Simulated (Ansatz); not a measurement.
# O₂+ (quartet): one geometry, many settings at distance O1–O2 = 1.346 Å

Aim: run O₂+ (quartet) at one geometry under a spread of methods and options, and see what each costs and gives.

Method: the settings change from run to run; program: Ansatz 0.2.0, Gaussian basis.

25 further runs of the same task are left out: 1 for a known fault of the program, 20 that didn't finish, 4 set aside as unsound or not needed. Runs told in other sessions of the task aren't counted.

### 1 The geometry

The geometry derives from a PBE0/def2-TZVP stationary point (not a proven minimum). One bond is set to the value named and the two fragments are kept rigid.

2 atoms, charge 1, spin multiplicity 4.

Atoms are counted from 1 here; the program's logs count them from 0.

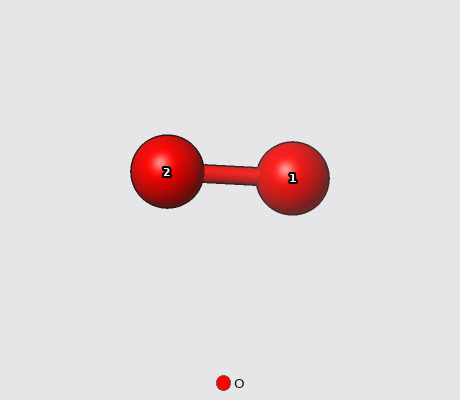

The geometry (oxygen red); atoms are numbered from 1 in the order of the file.

### 2 CCSDT(Q)/B/6-31G

Contents of in.yaml:

```yaml
crystal:
  periodic: [false, false, false]
  atoms:
    - {symbol: O, position_ang: [0.000000, 0.000000, 0.000000]}
    - {symbol: O, position_ang: [0.000000, 0.000000, 1.345600]}
basis:
  gaussian: {orbitals: 6-31G}
total_charge: 1
magnetization: {spin_polarized: true, initial_magnetization: 3}
hamiltonian: {xc: {name: B3LYP}}
correlation: {method: ccsdt_q_b, electrons: outside_noble_gas}
output: {forces: true}
```

Started as:

```
> ansatz run in.yaml --threads 1 --pin off --events-out ev --progress --plain --max-ram 2393MiB
```

Log, shortened:

```text
Functional definition: B3LYP
  name "B3LYP"
  cite "Stephens, Devlin, Chabalowski & Frisch, J. Phys. Chem. 98, 11623 (1994) doi:10.1021/j100096a001"
  cite "Becke, Phys. Rev. A 38, 3098 (1988) doi:10.1103/PhysRevA.38.3098"
  cite "Lee, Yang & Parr, Phys. Rev. B 37, 785 (1988) doi:10.1103/PhysRevB.37.785"
  cite "Vosko, Wilk & Nusair, Can. J. Phys. 58, 1200 (1980) doi:10.1139/p80-159"
[...]
269 factors; integrals over basis functions are off by at most 2.5e-8 eV
[...]
mean field -4072.96430850 eV, -149.6786775830 hartree, gradient 3.9e-7 eV, S^2 3.756138; 0 other end points of the search recorded, 0 dependent functions left out
2 core orbitals not correlated: weight in the atoms' cores, before any rotation towards them, 1.000 or more for the frozen orbitals, at most 0.000 for the correlated occupied ones
reference -4054.90739364 eV, -149.0150982013 hartree; 7, 4 occupied and 9, 12 virtual orbitals, 269 factors
second order -5.45777623 eV of doubles, -0.21418990 eV of singles
cycle   1  -5.34977936 eV  change   -1.5e-1 eV  update   5.5e-2
[...]
cycle  17  -5.79582566 eV  change   -1.1e-7 eV  update   4.3e-7
perturbative correction -0.04144176 eV, -0.0015229566 hartree
WARN: these amplitudes may be one of several solutions (largest doubles amplitude 0.14, level shift 3.19 eV)
[...]
Total energy: -4060.74466106 eV, -149.2296138225 hartree
Atom 0 at     0.000000     0.000000     0.000000 Å, force     0.000000    -0.000000    -5.997373 eV/Å
Atom 1 at     0.000000     0.000000     1.345600 Å, force     0.000000     0.000000     5.997373 eV/Å
Dipole moment:     0.000000    -0.000000    -0.000000 e Å
```

Run time: 11 s. Hardware: 1 thread of Arm Neoverse V2, shared host.

From the report: ⟨S²⟩ of the determinant 3.756 (pure quartet: 3.75); correlation -5.8373 eV; T1 0.008; largest double amplitude 0.14. The orbitals are Kohn-Sham ones, so correlation energy and T1 don't compare with those on Hartree-Fock orbitals. The report flags that the cluster equations may have other roots.

### 3 CASCI(5,4)/cc-pVDZ

Contents of in.yaml:

```yaml
crystal:
  periodic: [false, false, false]
  atoms:
    - {symbol: O, position_ang: [0.000000, 0.000000, 0.000000]}
    - {symbol: O, position_ang: [0.000000, 0.000000, 1.345600]}
basis:
  gaussian: {orbitals: cc-pVDZ}
total_charge: 1
magnetization: {spin_polarized: false, initial_magnetization: 3}
correlation: {active_space: {window: {electrons: 5, orbitals: 4}, fixed_orbitals: true}}
scf: {lower_state_search: light}
```

Same command.

Log:

```text
Functional definition: HF
  name "HF"
  cite "Fock, Z. Phys. 61, 126 (1930) doi:10.1007/BF01340294"
  parent pbe
  exchange = exact_x
  correlation = 0
263 factors; integrals over basis functions are off by at most 2.1e-4 eV
mean field evaluation 1: about -4056.4752 eV, gradient 1.2e1 eV
mean field evaluation 2: about -4056.4774 eV, gradient 1.2e1 eV
mean field evaluation 4: about -4056.8363 eV, gradient 4.7e-1 eV
mean field evaluation 8: about -4056.8373 eV, gradient 4.1e-5 eV
mean field evaluation 16: about -4056.9234 eV, gradient 1.8e-4 eV
mean field evaluation 32: about -4056.8373 eV, gradient 1.2e-6 eV
mean field -4056.92342191 eV, -149.0891858739 hartree, gradient 7.3e-7 eV, S^2 3.750000; 5 other end points of the search recorded, 0 dependent functions left out
reference -4056.92342191 eV, -149.0891858739 hartree; 9, 6 occupied and 19, 22 virtual orbitals, 263 factors
state -4056.92342191 eV, -149.0891858739 hartree
Total energy: -4056.92342191 eV, -149.0891858739 hartree
```

Wall time 0.18 s (1 thread of Arm Neoverse V2, shared host).

From the report: 2 determinants; active occupations 2.00, 1.00, 1.00, 1.00. With so small a space the active step adds no correlation: the energy is the mean field's.

### 4 CCSD(T) on UHF/def2-TZVP

Contents of in.yaml:

```yaml
crystal:
  periodic: [false, false, false]
  atoms:
    - {symbol: O, position_ang: [0.000000, 0.000000, 0.000000]}
    - {symbol: O, position_ang: [0.000000, 0.000000, 1.345600]}
basis:
  gaussian: {orbitals: def2-TZVP, fitting: {mean_field: def2-universal-jkfit}}
total_charge: 1
magnetization: {spin_polarized: true, initial_magnetization: 3}
correlation: {method: ccsd_t, electrons: valence}
```

The command is unchanged.

Log, shortened:

```text
Functional definition: HF
  name "HF"
  cite "Fock, Z. Phys. 61, 126 (1930) doi:10.1007/BF01340294"
  parent pbe
[...]
154 factors; integrals over basis functions are off by at most 8.8e-1 eV
[...]
mean field -4058.96947832 eV, -149.1643770599 hartree, gradient 2.8e-6 eV, S^2 3.789833; 8 other end points of the search recorded, 0 dependent functions left out
determinant -4058.96947832 eV, -149.1643770599 hartree, with singles and doubles -4069.07913441 eV, -149.5359000686 hartree
determinant -4058.95289278 eV, -149.1637675526 hartree, with singles and doubles -4069.09943706 eV, -149.5366461772 hartree
determinant -4055.64921004 eV, -149.0423594512 hartree, with singles and doubles -4066.79218370 eV, -149.4518561803 hartree
determinant -4058.96947832 eV, -149.1643770599 hartree, with singles and doubles -4069.10995392 eV, -149.5370326646 hartree
determinant -4058.95289278 eV, -149.1637675526 hartree, with singles and doubles -4069.11460786 eV, -149.5372036940 hartree
determinant -4058.96947832 eV, -149.1643770599 hartree, with singles and doubles -4069.11099078 eV, -149.5370707686 hartree
determinant -4058.95289278 eV, -149.1637675526 hartree, with singles and doubles -4069.11603222 eV, -149.5372560381 hartree
2 core orbitals not correlated: weight in the atoms' cores, before any rotation towards them, 1.000 or more for the frozen orbitals, at most 0.000 for the correlated occupied ones
reference -4058.95289278 eV, -149.1637675526 hartree; 7, 4 occupied and 53, 56 virtual orbitals, 154 factors
second order -9.56147683 eV of doubles, -0.00000000 eV of singles
cycle   1  -9.76739998 eV  change   -2.8e-1 eV  update   6.7e-2
[...]
cycle  10  -10.16313929 eV  change   -1.3e-5 eV  update   8.2e-6
perturbative correction -0.39925815 eV, -0.0146724663 hartree
WARN: these amplitudes may be one of several solutions (largest doubles amplitude 0.10, level shift 0.41 eV)
Total energy: -4069.51529022 eV, -149.5519284991 hartree
```

It took 5.5 s on 1 thread of Arm Neoverse V2, shared host.

From the report: ⟨S²⟩ of the determinant 3.788 (pure quartet: 3.75); correlation -10.5624 eV; T1 0.016; largest double amplitude 0.10. The report flags that the cluster equations may have other roots.

### 5 MRCISD+Q(3,4)/6-31G*

Contents of in.yaml:

```yaml
crystal:
  periodic: [false, false, false]
  atoms:
    - {symbol: O, position_ang: [0.000000, 0.000000, 0.000000]}
    - {symbol: O, position_ang: [0.000000, 0.000000, 1.345600]}
basis:
  gaussian: {orbitals: "6-31G*"}
total_charge: 1
magnetization: {spin_polarized: false, initial_magnetization: 3}
correlation: {method: fic_mrcisd_q, electrons: all, active_space: {window: {electrons: 3, orbitals: 4}}}
```

The command is unchanged.

Log, shortened:

```text
Functional definition: HF
  name "HF"
  cite "Fock, Z. Phys. 61, 126 (1930) doi:10.1007/BF01340294"
  parent pbe
[...]
252 factors; integrals over basis functions are off by at most 1.8e-3 eV
[...]
mean field -4056.58454013 eV, -149.0767321980 hartree, gradient 2.3e-6 eV, S^2 3.750000; 5 other end points of the search recorded, 0 dependent functions left out
reference -4056.50071988 eV, -149.0736518605 hartree; 9, 6 occupied and 21, 24 virtual orbitals, 252 factors
state -4056.58454013 eV, -149.0767321980 hartree
contracted CI cycle   1: correlation 0.00000000 eV, 0.0000000000 hartree, residual 2.97e1 eV
contracted CI cycle   2: correlation -7.19571513 eV, -0.2644376537 hartree, residual 5.05e0 eV
contracted CI cycle   3: correlation -7.60205333 eV, -0.2793703071 hartree, residual 2.32e0 eV
contracted CI cycle   4: correlation -7.71315457 eV, -0.2834532021 hartree, residual 1.17e0 eV
contracted CI cycle   5: correlation -7.73814981 eV, -0.2843717603 hartree, residual 5.27e-1 eV
contracted CI cycle   6: correlation -7.74243841 eV, -0.2845293636 hartree, residual 2.02e-1 eV
contracted CI cycle   7: correlation -7.74302879 eV, -0.2845510595 hartree, residual 7.24e-2 eV
contracted CI cycle   8: correlation -7.74309110 eV, -0.2845533493 hartree, residual 2.04e-2 eV
contracted CI cycle   9: correlation -7.74309596 eV, -0.2845535282 hartree, residual 5.40e-3 eV
contracted CI cycle  10: correlation -7.74309627 eV, -0.2845535393 hartree, residual 1.35e-3 eV
contracted CI cycle  11: correlation -7.74309629 eV, -0.2845535400 hartree, residual 3.65e-4 eV
state -4056.58454013 eV, -149.0767321980 hartree; corrected -4065.28352091 eV, -149.3964138453 hartree
WARN: 1 active orbitals are nearly empty or full. The corrections depend on them more than the energy does, and are more stable in an active space without them
Total energy: -4065.28352091 eV, -149.3964138453 hartree
```

It took 0.81 s on 1 thread of Arm Neoverse V2, shared host.

From the report: 1 determinant; active occupations 1.00, 1.00, 1.00, 0.00. The report marks this result as in doubt.

### 6 CCSDT(Q)/B on UHF/6-31G

Contents of in.yaml:

```yaml
crystal:
  periodic: [false, false, false]
  atoms:
    - {symbol: O, position_ang: [0.000000, 0.000000, 0.000000]}
    - {symbol: O, position_ang: [0.000000, 0.000000, 1.345600]}
basis:
  gaussian: {orbitals: 6-31G}
total_charge: 1
magnetization: {spin_polarized: true, initial_magnetization: 3}
correlation: {method: ccsdt_q_b, electrons: valence}
scf: {lower_state_search: light}
output: {forces: true}
```

Same command.

Log, shortened:

```text
Functional definition: HF
  name "HF"
  cite "Fock, Z. Phys. 61, 126 (1930) doi:10.1007/BF01340294"
  parent pbe
[...]
269 factors; integrals over basis functions are off by at most 2.5e-8 eV
[...]
mean field -4055.26876557 eV, -149.0283783747 hartree, gradient 7.6e-6 eV, S^2 3.791898; 7 other end points of the search recorded, 0 dependent functions left out
determinant -4055.26876557 eV, -149.0283783747 hartree, with singles and doubles -4060.56984928 eV, -149.2231896078 hartree
determinant -4055.20324081 eV, -149.0259703843 hartree, with singles and doubles -4060.56164643 eV, -149.2228881588 hartree
determinant -4053.12800781 eV, -148.9497069783 hartree, with singles and doubles -4058.72689904 eV, -149.1554624360 hartree
determinant -4052.53082636 eV, -148.9277609648 hartree, with singles and doubles -4058.70334684 eV, -149.1545969086 hartree
determinant -4055.26876557 eV, -149.0283783747 hartree, with singles and doubles -4060.56770085 eV, -149.2231106547 hartree
determinant -4055.20324081 eV, -149.0259703843 hartree, with singles and doubles -4060.56241548 eV, -149.2229164210 hartree
[...]
2 core orbitals not correlated: weight in the atoms' cores, before any rotation towards them, 1.000 or more for the frozen orbitals, at most 0.000 for the correlated occupied ones
reference -4055.20324081 eV, -149.0259703843 hartree; 7, 4 occupied and 9, 12 virtual orbitals, 269 factors
second order -5.04884260 eV of doubles, -0.00000000 eV of singles
cycle   1  -5.04378992 eV  change   -2.6e-1 eV  update   6.4e-2
[...]
cycle  16  -5.52171885 eV  change   -5.3e-7 eV  update   8.2e-7
perturbative correction -0.03798706 eV, -0.0013959987 hartree
WARN: these amplitudes may be one of several solutions (largest doubles amplitude 0.14, level shift 2.00 eV)
[...]
Total energy: -4060.76294672 eV, -149.2302858081 hartree
Atom 0 at     0.000000     0.000000     0.000000 Å, force     0.000000    -0.000000    -5.991648 eV/Å
Atom 1 at     0.000000     0.000000     1.345600 Å, force     0.000000     0.000000     5.991648 eV/Å
Dipole moment:    -0.000000    -0.000000     0.000000 e Å
```

Run time: 11 s. Hardware: 1 thread of Arm Neoverse V2, shared host.

From the report: ⟨S²⟩ of the determinant 3.777 (pure quartet: 3.75); correlation -5.5597 eV; T1 0.013; largest double amplitude 0.14. The report flags that the cluster equations may have other roots.

### 7 The runs in one table

Where basis and cores are those of an earlier FCI/6-31G run (-4060.7660 eV), and the records show the same count of frozen orbitals and kind of state, the miss against it is given; a blank cell means that this couldn't be shown. † marks a result that the program doubts.

```csv
level,correlated,functions,energy (eV),from FCI (meV),time
CCSDT(Q)/B/6-31G (on B3LYP orbitals) †,outside noble gas,18,-4060.7447,21.3,11 s
"CASCI(5,4)/cc-pVDZ",,28,-4056.9234,,0.18 s
CCSD(T) on UHF/def2-TZVP †,valence,62,-4069.5153,,5.5 s
"MRCISD+Q(3,4)/6-31G* †",all,30,-4065.2835,,0.81 s
CCSDT(Q)/B on UHF/6-31G †,valence,18,-4060.7629,3.0,11 s
```

### 8 Outcome

```
quantity                                         value
    runs                                             5
quickest                    CASCI(5,4)/cc-pVDZ, 0.18 s
 slowest  CCSDT(Q)/B/6-31G (on B3LYP orbitals) †, 11 s
```

Total energies in different bases, with other cores or another treatment of relativity can't be set against each other. CCSDT(Q)/B/6-31G (on B3LYP orbitals) † took 61 times as long as CASCI(5,4)/cc-pVDZ; the jobs differ in more than the method. Among the correlated runs with a miss given, it spans +3 to +21 meV. Cores frozen from Kohn-Sham orbitals shift the total energy.
